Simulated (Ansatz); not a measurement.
F2GeH5N2 (SMILES [NH3+][NH][GeH]([F])[F]) (charge +1)

Input file:

```
crystal:
  periodic: [false, false, false]
  atoms:
    - {symbol: F, position_ang: [0.403571, -0.081984, 1.782748]}
    - {symbol: F, position_ang: [-1.070910, -1.873036, 0.231635]}
    - {symbol: Ge, position_ang: [0.019069, -0.536046, 0.120188]}
    - {symbol: N, position_ang: [-1.395884, 1.688599, 1.018245]}
    - {symbol: "N", position_ang: [-0.955922, 1.042182, -0.168742]}
    - {symbol: H, position_ang: [-2.378990, 1.480215, 1.303625]}
    - {symbol: H, position_ang: [-0.764003, 1.333664, 1.786210]}
    - {symbol: H, position_ang: [-1.284674, 2.722864, 0.962492]}
    - {symbol: H, position_ang: [-1.612355, 1.174132, -0.946656]}
    - {symbol: H, position_ang: [1.215436, -0.769298, -0.796149]}
basis:
  gaussian: {orbitals: def2-TZVPD}
total_charge: 1
hamiltonian: {xc: {name: PBE0}}
output: {forces: true, orbitals: {seedname: orbitals}}
```

Command:

```sh
ansatz run input.yaml --threads 2 --pin off --max-ram 4350MiB --events-out events.jsonl --progress --plain --runs-dir runs
```

Geometry: PBE-D3(BJ)/def2-SVP.

The calculation used Ansatz 0.2.0, isolated molecule in a Gaussian basis; Kohn-Sham density functional theory, functional PBE0.

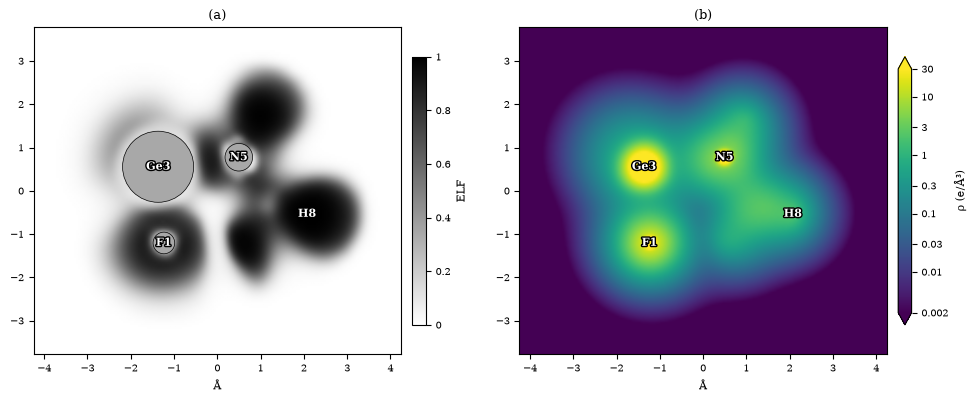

Figure 1. (a) electron localisation function; (b) total electron density on the plane of atoms F1, Ge3 and N5. Grey discs cover the atomic cores in the ELF map.

Read the bonding off the picture.

The plane passes through F, Ge, N and H nuclei. Ge–N (1.88 Å): ρ is about 0.91 e/Å³ halfway; the ELF peaks at about 0.90 in the valence shell of N, 0.7 Å from its nucleus, and is about 0.55 at the midpoint. The ELF also peaks beside F1, away from the bonds: lone-pair regions.

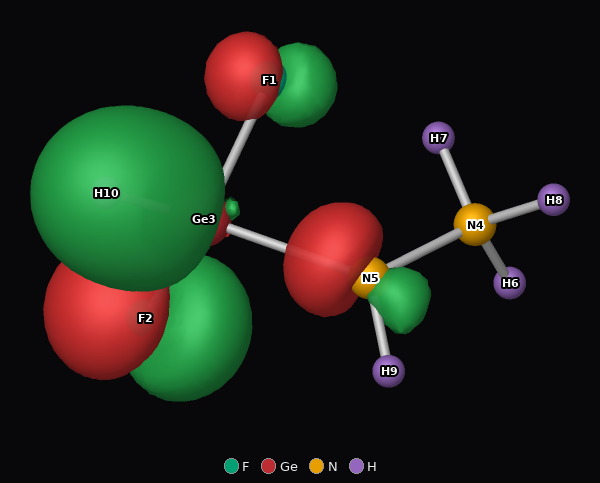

Figure 2. The HOMO−1 at ±0.15 Å⁻³ᐟ² (green and red are the two phases), seen at a tilt.

Describe this orbital and give its energy.

Its weight (Hirshfeld) is mainly on F2 (about 45 %), H10 (about 20 %), Ge3 (about 20 %) and N5 (about 5 %). Its energy is −15.65 eV.

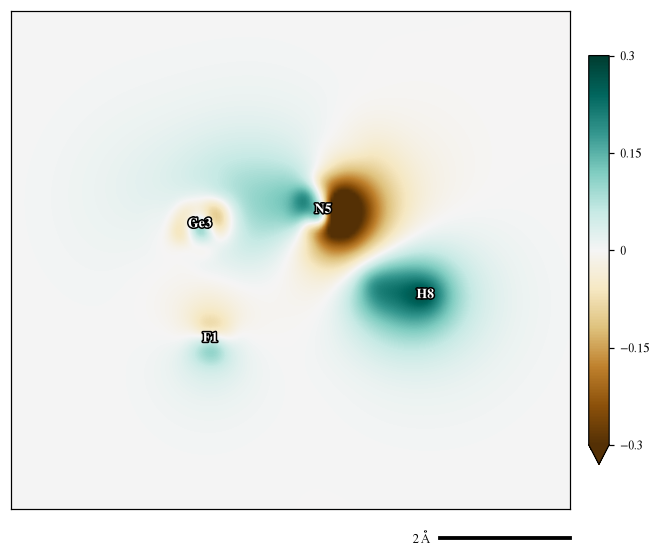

Figure 3. The HOMO on the plane of atoms F1, Ge3 and N5 (values in Å⁻³ᐟ²; the overall sign is arbitrary).

Describe this orbital and give its energy.

By Hirshfeld shares it lies mainly on N5 (about 70 %), Ge3 (about 10 %) and N4 (about 10 %); largely a lone pair of N5. Its energy is −13.77 eV.
